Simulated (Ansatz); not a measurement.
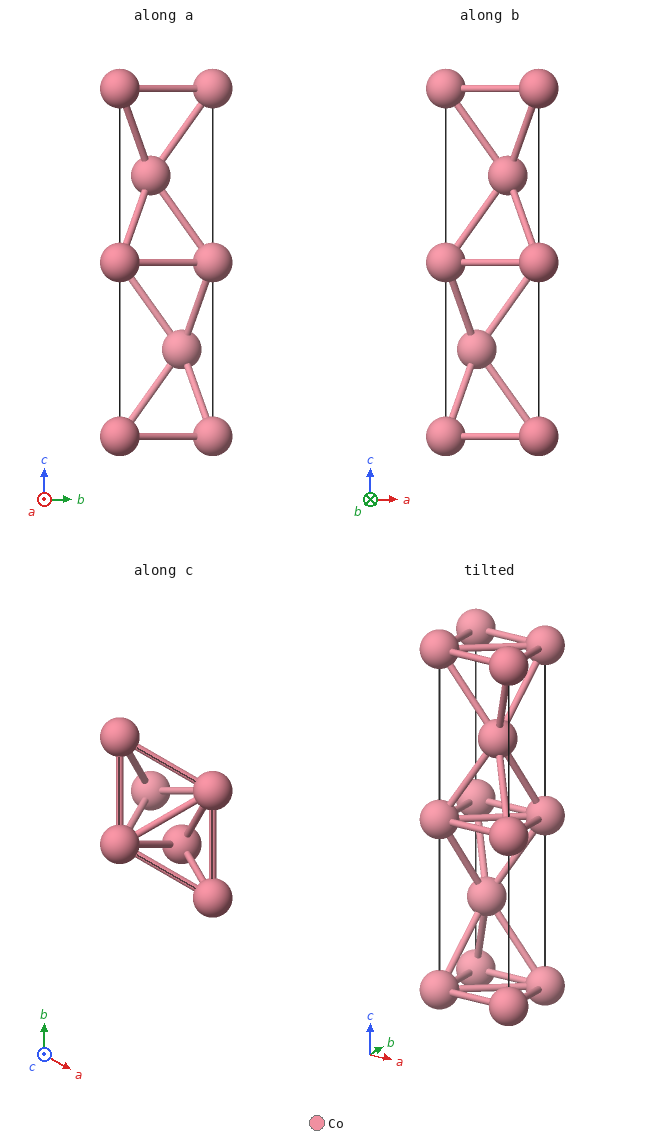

Crystal structure, ball-and-stick style, seen along the a axis, along the b axis, along the c axis and slightly off an axis. The frame is the conventional unit cell; atoms at its boundary are shown with their periodic copies.

Lattice parameters: a = 2.5185 Å, b = 2.5185 Å, c = 8.1717 Å, α = 90.000°, β = 90.000°, γ = 120.000°.

Put the structure into a CIF in P1 with every atom of the cell.

```cif
data_structure
_symmetry_space_group_name_H-M 'P 1'
_symmetry_Int_Tables_number 1
_cell_length_a 2.5185
_cell_length_b 2.5185
_cell_length_c 8.1717
_cell_angle_alpha 90.000
_cell_angle_beta 90.000
_cell_angle_gamma 120.000
_cell_volume 44.89
loop_
_atom_site_label
_atom_site_type_symbol
_atom_site_fract_x
_atom_site_fract_y
_atom_site_fract_z
_atom_site_occupancy
Co1 Co 0.0000 0.0000 0.0000 1
Co2 Co 0.0000 0.0000 0.5000 1
Co3 Co 0.3333 0.6667 0.2500 1
Co4 Co 0.6667 0.3333 0.7500 1
```

The cell started as a structure type filled with this element by a generator (whether the element takes this form wasn't checked). Atoms and cell were optimised with DFT, RPBE, plane waves (420 eV) with PAW, scalar-relativistic (Ansatz).
